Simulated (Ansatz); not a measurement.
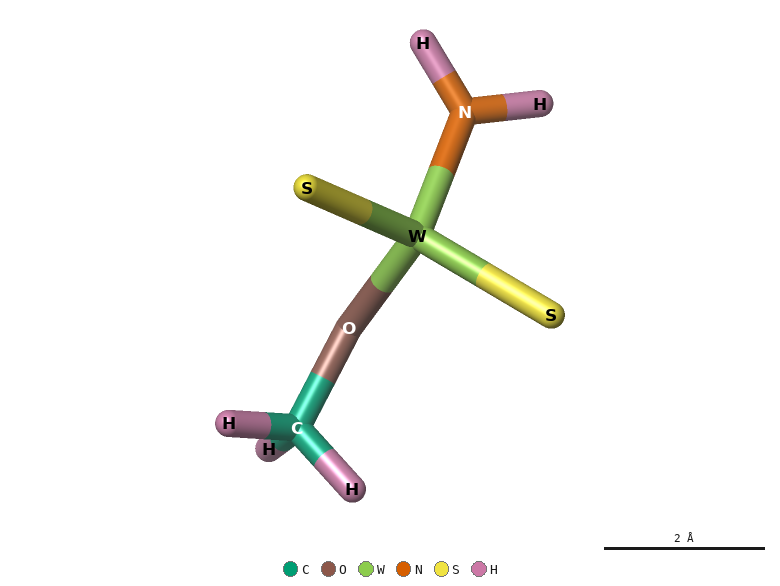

Stick drawing of a structure. Every bond is drawn as one stick, whatever its order.

Charge 0, singlet. Computed geometry: PBE0-D4/def2-TZVP optimisation.

> What is the molecular formula?

CH5NOS2W, 11 atoms: 1 carbon, 5 hydrogen, 1 nitrogen, 1 oxygen, 2 sulfur and 1 tungsten.

> How many bonds of each kind are drawn?

3 C–H, 2 S–W, 2 N–H, 1 C–O, 1 O–W, 1 N–W.

More results for the same structure follow; atom numbers are the same in all pictures, views and colours differ.

Vibrations

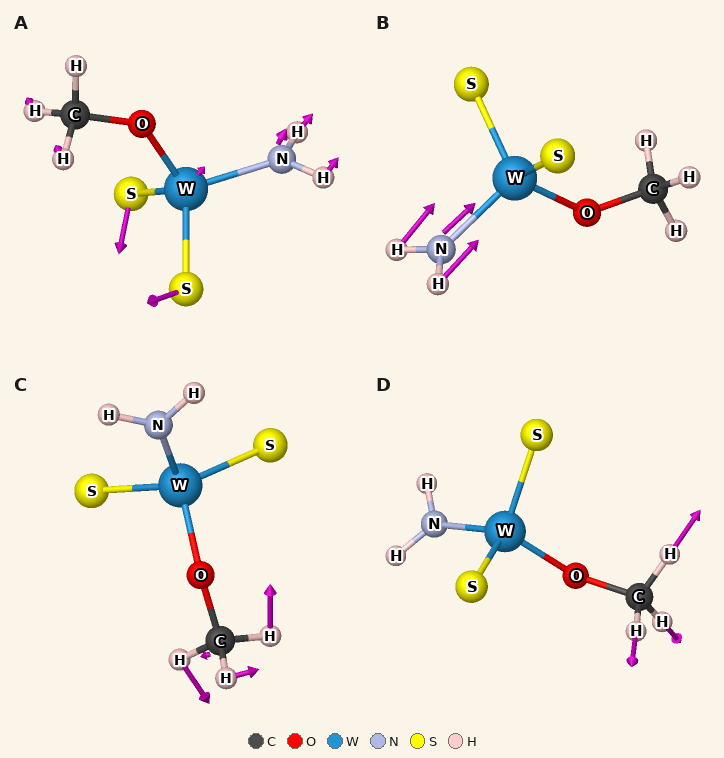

4 normal modes of one molecule or complex, as arrows. Harmonic vibrations computed with RKS PBE0-D4/def2-TZVP, core potentials on W (Ansatz 0.2.0) at a stationary point of the same level.

> Match the panels to the wavenumbers 174 cm⁻¹, 719 cm⁻¹, 1167 cm⁻¹, 3031 cm⁻¹.

A: 174 cm⁻¹, S–W–S bending
B: 719 cm⁻¹
C: 1167 cm⁻¹, H–C–O bending
D: 3031 cm⁻¹, in-phase stretching of 3 C–H bonds

Electronic properties

Method: RKS PBE-D4/def2-TZVPP, core potentials on W (Ansatz 0.2.0).

> What is the HOMO–LUMO gap?

2.88 eV.

> Give the HOMO energy (Kohn–Sham orbital) at this level.

−5.83 eV.

> Estimate the dipole moment.

3.22 D.

> What is the dispersion correction?

−34.4 kJ/mol.

Charges

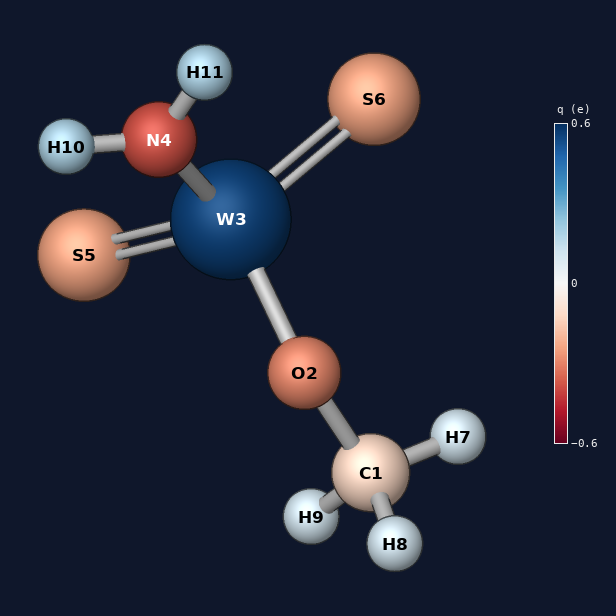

Atoms are coloured by their Mulliken charges. Properties computed with RKS PBE-D4/def2-TZVPP, core potentials on W (Ansatz 0.2.0).

Give the Mulliken charges atom by atom.

```json
{"atom": "C1", "value (e)": "−0.12"}
{"atom": "O2", "value (e)": "−0.29"}
{"atom": "W3", "value (e)": "0.56"}
{"atom": "N4", "value (e)": "−0.38"}
{"atom": "S5", "value (e)": "−0.23"}
{"atom": "S6", "value (e)": "−0.23"}
{"atom": "H7", "value (e)": "0.11"}
{"atom": "H8", "value (e)": "0.11"}
{"atom": "H9", "value (e)": "0.11"}
{"atom": "H10", "value (e)": "0.19"}
{"atom": "H11", "value (e)": "0.19"}
```

Mulliken values depend strongly on the basis set and can even reverse the polarity of a bond.
